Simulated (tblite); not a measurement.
## Ga$_{2}$AsH$_{4}$ (charge −1): geometry relaxation

System: Ga$_{2}$AsH$_{4}$, charge −1.
Method: GFN2-xTB geometry optimisation, gas phase (tblite 0.8.0).

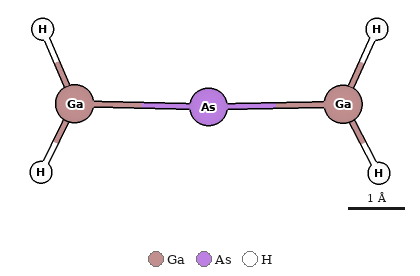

Figure 1. The input geometry (ball-and-stick view, seen on its broad side). Sticks mark near contacts. Bond lengths as drawn: As–Ga 2.42 Å and Ga–H 1.51 to 1.55 Å.

## Key numbers

- outcome: converged
- total energy: −190.6407 eV
- hardware: 1 CPU thread, shared host
- wall time: 1.9 s
- peak memory: 0.18 GiB

## Input file
```
{"job": {"kind": "relax", "xc": "GFN2-xTB", "basis": "xTB"}, "charge": -1, "multiplicity": 1}
Ga    -0.049047     0.755348     1.961344
As    -0.527269    -1.184561     0.597965
Ga    -1.304211    -2.924105    -0.899404
H      0.220988     2.022856     1.193447
H     -0.901167     0.869122     3.218149
H     -1.315789    -2.560818    -2.375083
H     -2.504022    -3.753961    -0.379256
```

The first line tells a small driver script what to run in tblite; the rest is the geometry in Å.

Run as:
```bash
OMP_NUM_THREADS=1 python <driver script> task.json out
```

## Log
```
step      E/eV     max force
  0    -187.83736    2.777
  1    -188.06102    2.198
  2    -188.41968    0.920
  3    -188.43955    0.932
  4    -188.55404    1.079
  5    -188.66440    1.477
  6    -188.77406    1.691
  7    -188.91948    1.446
  8    -189.04274    0.935
  9    -189.09276    0.766
 10    -189.15087    0.916
 11    -189.24383    1.260
 12    -189.38275    1.443
 13    -189.56271    1.514
 14    -189.72932    1.263
 15    -189.82009    0.812
 16    -189.84247    0.478
 17    -189.86234    0.380
 18    -189.87217    0.380
 19    -189.88474    0.388
 20    -189.90206    0.366
 21    -189.92556    0.499
 22    -189.94367    0.556
 23    -189.96258    0.553
 24    -189.99654    0.607
 25    -190.04833    0.774
 26    -190.10023    0.866
 27    -190.15408    0.904
 28    -190.20799    0.883
 29    -190.25802    0.776
 30    -190.29786    0.592
 31    -190.31799    0.587
 32    -190.34981    0.508
 33    -190.36760    0.385
 34    -190.38260    0.430
 35    -190.39476    0.409
 36    -190.40640    0.413
 37    -190.41612    0.446
 38    -190.43482    0.446
 39    -190.47481    0.547
 40    -190.50025    0.415
 41    -190.50928    0.266
 42    -190.51314    0.210
 43    -190.51511    0.149
 44    -190.51826    0.111
 45    -190.52169    0.111
 46    -190.52246    0.083
 47    -190.52312    0.067
 48    -190.52393    0.068
 49    -190.52514    0.049
 50    -190.52578    0.035
 51    -190.52596    0.027
 52    -190.52602    0.024
 53    -190.52609    0.023
 54    -190.52624    0.025
 55    -190.52650    0.033
 56    -190.52681    0.035
 57    -190.52706    0.039
 58    -190.52723    0.042
 59    -190.52747    0.051
 60    -190.52806    0.075
 61    -190.52989    0.123
 62    -190.53398    0.210
 63    -190.53691    0.332
 64    -190.54714    0.303
 65    -190.56876    0.287
 66    -190.59663    0.087
 67    -190.60317    0.181
 68    -190.61131    0.124
 69    -190.61905    0.235
 70    -190.62539    0.191
 71    -190.63174    0.105
 72    -190.63581    0.121
 73    -190.63743    0.089
 74    -190.63877    0.041
 75    -190.63990    0.042
 76    -190.64007    0.027
 77    -190.64020    0.025
 78    -190.64027    0.024
 79    -190.64040    0.025
 80    -190.64052    0.029
 81    -190.64063    0.030
 82    -190.64070    0.022
 83    -190.64074    0.010
 84    -190.64075    0.003
```

## Trajectory as extended XYZ (Å, eV, eV/Å), 14 of the 29 frames kept, from step=0 to step=84
```
7
Properties=species:S:1:pos:R:3:forces:R:3 step=0 energy=-187.83736
Ga   -0.0490    0.7553    1.9613    0.2960  -2.5070  -1.1580
As   -0.5273   -1.1846    0.5980   -0.9110   0.4330  -0.0040
Ga   -1.3042   -2.9241   -0.8994    1.3920   1.2690   1.7950
H     0.2210    2.0229    1.1934    0.0500   0.8430  -0.1770
H    -0.9012    0.8691    3.2181   -0.2780   0.2750   0.4380
H    -1.3158   -2.5608   -2.3751   -0.2020  -0.0420  -0.8100
H    -2.5040   -3.7540   -0.3793   -0.3470  -0.2710  -0.0840
7
Properties=species:S:1:pos:R:3:forces:R:3 step=6 energy=-188.77406
Ga    0.0762    0.6407    1.8921   -0.3670  -1.4100  -0.8580
As   -1.0080   -1.1028    0.6252   -0.2100   0.3700   0.8230
Ga   -1.1295   -2.8685   -0.8412    0.2630   0.5440   0.5430
H     0.2482    2.0539    1.2615    0.2820   0.7800  -0.0710
H    -0.8270    0.8785    3.1811    0.0200   0.1690   0.3240
H    -1.3267   -2.6425   -2.3768    0.0310  -0.2080  -0.6760
H    -2.4138   -3.7353   -0.4248   -0.0190  -0.2450  -0.0850
7
Properties=species:S:1:pos:R:3:forces:R:3 step=12 energy=-189.38275
Ga   -0.0384    0.4786    1.6516    0.0710   1.3620   0.4710
As   -1.5596   -0.9938    0.8885   -0.4060  -1.1810  -0.5450
Ga   -1.0911   -2.6638   -0.7996   -0.7160   0.6130   0.1980
H     0.4316    2.1423    1.3368    0.2420  -0.4880  -0.1390
H    -0.6484    0.8916    3.2136    0.2760  -0.1110  -0.0480
H    -1.2166   -2.8052   -2.4875    0.3790   0.0330   0.0760
H    -2.2581   -3.8258   -0.4862    0.1540  -0.2280  -0.0110
7
Properties=species:S:1:pos:R:3:forces:R:3 step=18 energy=-189.87217
Ga   -0.3032    0.7193    1.5987   -0.1570  -0.2980  -0.0460
As   -1.6213   -1.1572    1.0507   -0.0370   0.0520   0.1820
Ga   -1.3999   -2.4843   -0.8659    0.0180  -0.1470  -0.1710
H     0.6178    2.0645    1.3071    0.0240  -0.0710  -0.1530
H    -0.4926    0.8751    3.2400    0.0550   0.1250  -0.0170
H    -1.0226   -2.8440   -2.5118    0.0470   0.2400   0.2910
H    -2.1588   -3.9495   -0.5018    0.0510   0.0990  -0.0870
7
Properties=species:S:1:pos:R:3:forces:R:3 step=27 energy=-190.15408
Ga   -0.5180    0.5339    1.5487    0.1890  -0.1370   0.1800
As   -1.9071   -1.3658    1.3103   -0.1180   0.1550   0.1680
Ga   -1.5434   -2.4228   -0.7244    0.4470   0.6750   0.4030
H     0.6108    1.5709    0.8513   -0.1550  -0.1040  -0.0870
H    -0.3017    1.1086    3.1902   -0.1350  -0.1360  -0.3640
H    -0.6990   -2.2896   -2.0924   -0.0040   0.0330  -0.1490
H    -2.0221   -3.9114   -0.7665   -0.2240  -0.4870  -0.1510
7
Properties=species:S:1:pos:R:3:forces:R:3 step=33 energy=-190.36760
Ga   -0.4997    0.3333    1.5581   -0.0980   0.0780   0.1240
As   -2.1378   -1.3336    1.4757    0.0080  -0.0110   0.0990
Ga   -1.4094   -2.3233   -0.5021   -0.0730  -0.1360  -0.1700
H     0.4872    1.2309    0.5783    0.0030  -0.0750   0.0300
H    -0.2659    1.1829    3.0548    0.0020  -0.1870  -0.3200
H    -0.5692   -1.9663   -1.8910    0.0090   0.0020   0.1070
H    -1.9857   -3.9000   -0.9568    0.1490   0.3300   0.1310
7
Properties=species:S:1:pos:R:3:forces:R:3 step=39 energy=-190.47481
Ga   -0.5998    0.2125    1.5407   -0.0260  -0.0250  -0.1890
As   -2.2546   -1.4251    1.6048    0.0480  -0.0500  -0.0080
Ga   -1.4336   -2.2707   -0.4064    0.1290   0.5040   0.1690
H     0.3835    0.8620    0.3965   -0.0310  -0.0640   0.0420
H    -0.1899    1.2036    2.8119   -0.0370  -0.1040  -0.0270
H    -0.4390   -1.6670   -1.5730   -0.0650  -0.1050   0.0710
H    -1.8471   -3.6914   -1.0573   -0.0180  -0.1570  -0.0590
7
Properties=species:S:1:pos:R:3:forces:R:3 step=45 energy=-190.52169
Ga   -0.6588    0.1478    1.4807    0.0270  -0.0010  -0.0210
As   -2.3066   -1.4638    1.6887   -0.0280  -0.0140   0.0070
Ga   -1.4145   -2.1477   -0.3376   -0.0420  -0.0580   0.0240
H     0.3273    0.6586    0.3070    0.0140   0.0090  -0.0410
H    -0.1688    1.1685    2.6817   -0.0350  -0.0510   0.0100
H    -0.3844   -1.5499   -1.4191    0.0510   0.0370  -0.0580
H    -1.7748   -3.5895   -1.0842    0.0140   0.0760   0.0790
7
Properties=species:S:1:pos:R:3:forces:R:3 step=51 energy=-190.52596
Ga   -0.6540    0.1384    1.4609   -0.0040  -0.0030  -0.0010
As   -2.3094   -1.4615    1.6932   -0.0060   0.0070  -0.0180
Ga   -1.4087   -2.1348   -0.3298    0.0020   0.0070  -0.0070
H     0.3332    0.6635    0.2901   -0.0060   0.0070   0.0070
H    -0.1891    1.1360    2.6859    0.0150  -0.0120  -0.0050
H    -0.3800   -1.5502   -1.4349   -0.0030   0.0180   0.0110
H    -1.7726   -3.5677   -1.0482    0.0010  -0.0240   0.0130
7
Properties=species:S:1:pos:R:3:forces:R:3 step=57 energy=-190.52706
Ga   -0.6564    0.1342    1.4547   -0.0100   0.0070   0.0060
As   -2.3307   -1.4498    1.6741    0.0050   0.0310  -0.0090
Ga   -1.4096   -2.1302   -0.3359   -0.0140  -0.0090   0.0140
H     0.3337    0.6806    0.2975   -0.0100  -0.0130  -0.0240
H    -0.1743    1.1125    2.6848    0.0090  -0.0110   0.0280
H    -0.3793   -1.5376   -1.4355   -0.0150  -0.0160  -0.0060
H    -1.7640   -3.5858   -1.0226    0.0360   0.0120  -0.0090
7
Properties=species:S:1:pos:R:3:forces:R:3 step=66 energy=-190.59663
Ga   -0.7221    0.1267    1.3573   -0.0040  -0.0020  -0.0160
As   -2.7661   -0.9704    1.3063   -0.0660  -0.0350  -0.0450
Ga   -1.4613   -2.0312   -0.2981    0.0430  -0.0190  -0.0200
H     0.2522    0.8402    0.2567   -0.0100   0.0060   0.0670
H     0.1084    0.4518    2.7473    0.0690   0.0070  -0.0200
H    -0.5095   -1.5297   -1.5220   -0.0130   0.0210  -0.0320
H    -1.2821   -3.6635   -0.5303   -0.0190   0.0220   0.0660
7
Properties=species:S:1:pos:R:3:forces:R:3 step=72 energy=-190.63581
Ga   -0.7534    0.1190    1.3106    0.0770   0.0310   0.0890
As   -2.9282   -0.6165    0.9011   -0.0370  -0.0340   0.0010
Ga   -1.4609   -1.9928   -0.2879    0.0160  -0.0190  -0.0500
H     0.2166    1.2004    0.5239   -0.0010  -0.0220   0.0010
H     0.2358   -0.1578    2.6333   -0.0410   0.0000  -0.0780
H    -0.7243   -1.7666   -1.7603   -0.0030  -0.0410   0.0490
H    -0.9661   -3.5618   -0.0035   -0.0100   0.0850  -0.0110
7
Properties=species:S:1:pos:R:3:forces:R:3 step=78 energy=-190.64027
Ga   -0.7678    0.1227    1.3114    0.0070  -0.0210   0.0050
As   -2.9504   -0.5787    0.8536    0.0180   0.0050  -0.0020
Ga   -1.4599   -1.9712   -0.2890   -0.0180   0.0120  -0.0100
H     0.2088    1.2313    0.5732   -0.0100   0.0020   0.0020
H     0.2451   -0.2753    2.5609   -0.0040   0.0090  -0.0020
H    -0.7596   -1.8260   -1.7800    0.0020  -0.0090   0.0060
H    -0.8968   -3.4788    0.0870    0.0060   0.0020   0.0000
7
Properties=species:S:1:pos:R:3:forces:R:3 step=84 energy=-190.64075
Ga   -0.7634    0.1179    1.3115   -0.0020  -0.0020   0.0010
As   -2.9476   -0.5419    0.8066   -0.0020   0.0020   0.0010
Ga   -1.4639   -1.9698   -0.2975    0.0020   0.0000  -0.0020
H     0.1970    1.2773    0.6308    0.0010   0.0000  -0.0010
H     0.2527   -0.3289    2.5369    0.0010   0.0010   0.0020
H    -0.7958   -1.8860   -1.8081   -0.0010   0.0000  -0.0010
H    -0.8595   -3.4446    0.1369    0.0010   0.0000   0.0000
```
